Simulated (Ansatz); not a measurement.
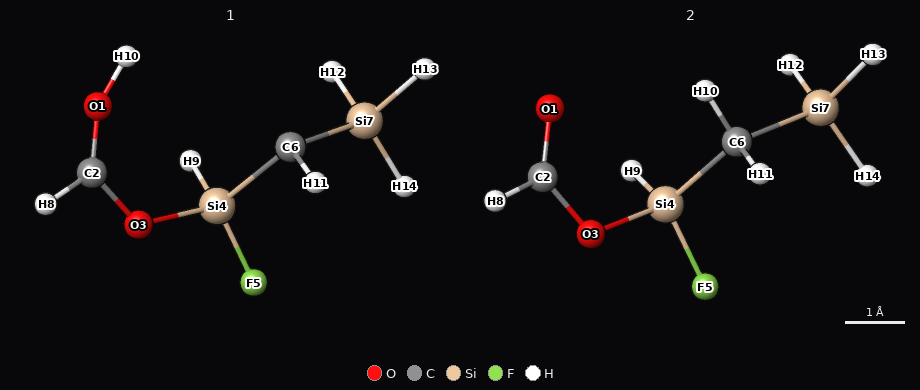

Two geometries of C₂H₇FO₂Si₂, drawn at one scale. One is the start of a relaxation, the other its converged end. The picture is a ball-and-stick view, seen at a tilt.

Computed with RKS PBE-D4/6-31G* (Ansatz 0.2.0). Set-up: no spin polarisation; force threshold 0.02 eV/Å; at most 50 steps.

Which of the two is the end point?

Structure 2 is the relaxed one. The run prepares an end point of a later path (hydrogen shift) calculation, from a guessed geometry. Over 22 accepted moves (26 points after the start) the energy falls by 5.909 eV. The largest force component goes from 10 to 0.014 eV/Å. The line search rejected the trial steps at points 16, 20, 22, 25 of the run. H10 moves most after the best rigid fit: 2.13 Å. Largest moves by element: H 2.13 Å, O 0.31 Å, C 0.26 Å, Si 0.25 Å, F 0.19 Å. Some distances before and after: C6–H10 3.258 → 1.104 Å, O1–H10 0.990 → 2.692 Å, Si4–F5 1.532 → 1.619 Å, O1–C2 1.153 → 1.221 Å. New bonds form, among them: C6–H10 (3.26 → 1.10 Å). Bonds break, among them: O1–H10 (0.99 → 2.69 Å). Among the angles between lasting bonds that change: C2–O3–Si4 126.5° → 115.2°, Si4–C6–Si7 104.7° → 114.1°, O3–Si4–F5 109.6° → 101.2°. Cost: 53 s on 2 threads of Intel(R) Xeon(R) 6975P-C (Granite Rapids) (shared host), peak memory 0.3 GiB.
